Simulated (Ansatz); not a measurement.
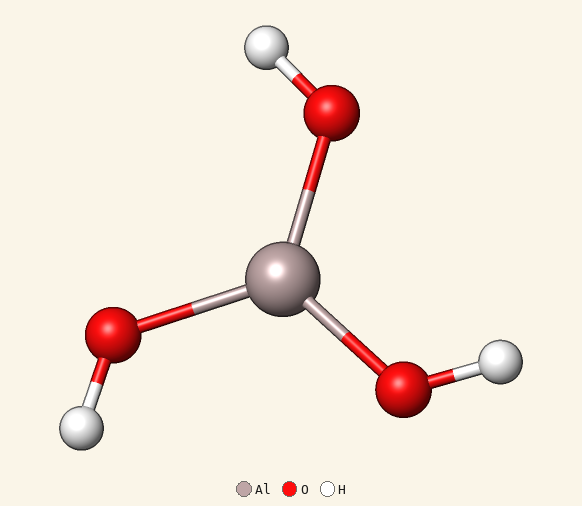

Harmonic vibrations computed with RKS PBE0-D4/def2-TZVP (Ansatz 0.2.0) at a stationary point of the same level.

### How many imaginary frequencies does it have?

A minimum: no imaginary frequency, and the lowest mode lies at 223 cm⁻¹.

### How many vibrational modes are there, and where do they lie?

15 modes: 223, 223, 283, 325, 354, 354, 637, 651, 651, 712, 945, 945, 3964, 3964, 3965 cm⁻¹.
